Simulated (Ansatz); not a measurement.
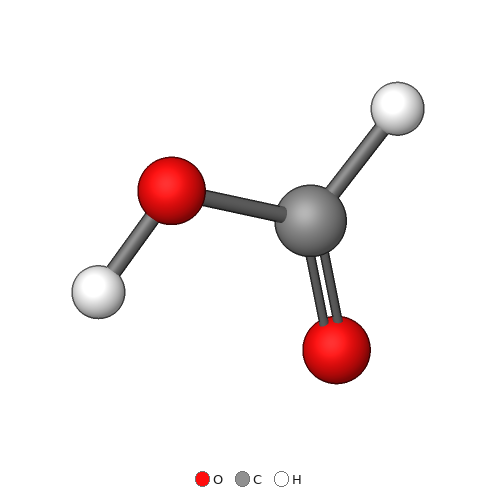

The picture shows a molecular structure as a ball-and-stick model.

Describe the molecule.

The molecule is CH₂O₂. As SMILES it reads `O=CO`. Among its groups: carboxylic acid. The point group is Cs. All atoms lie on one plane. Coordination: 1 C trigonal planar; 1 O bent.

More results for the same structure follow; atom numbers are the same in all pictures, views and colours differ. The geometry was computed by an optimisation with PBE0-D4/def2-TZVP.

**Shape**

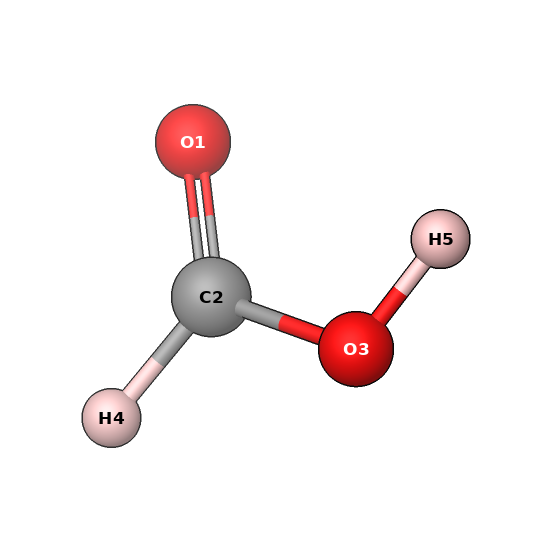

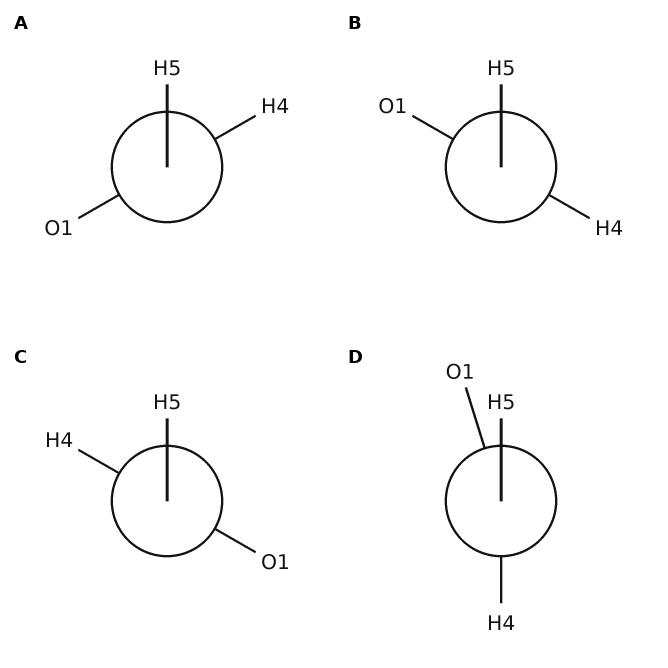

Atoms fade into the background with distance from the viewer. Bonds that would overlap in a projection are set slightly apart.

> Which Newman projection shows the view along O3–C2, with O3 in front?

D. The torsion angle H5–O3–C2–O1 is 0°, synperiplanar (eclipsed).

**Electronic properties**

Level of theory: RKS CAM-B3LYP-D4/def2-TZVPP (Ansatz 0.2.0).

> Give the LUMO energy (Kohn–Sham orbital) at this level.

1.09 eV.

> What is the HOMO energy (Kohn–Sham orbital)?

−10.08 eV.

**Dipole moment**

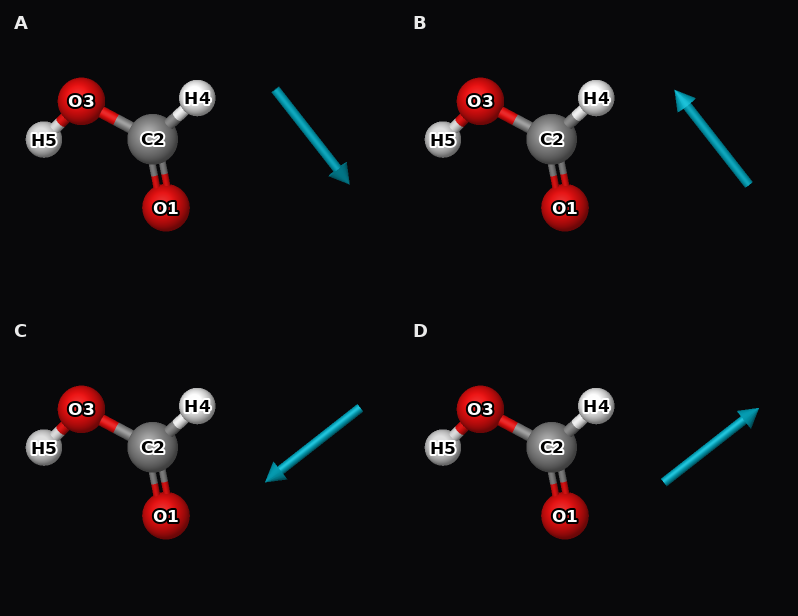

The same molecule four times, each with an arrow. Properties computed with RKS PBE0-D4/def2-TZVP (Ansatz 0.2.0).

> Which arrow points along the dipole moment, from the negative to the positive end?

B. The dipole moment is 1.55 D; it points from the side of O1 to the side of O3 (the outermost atoms at the two ends).

**Vibrations**

Harmonic vibrations computed with RKS PBE0-D4/def2-TZVP (Ansatz 0.2.0) at a stationary point of the same level.

> List the wavenumbers.

9 modes: 636, 693, 1063, 1150, 1317, 1404, 1854, 3064, 3765 cm⁻¹.
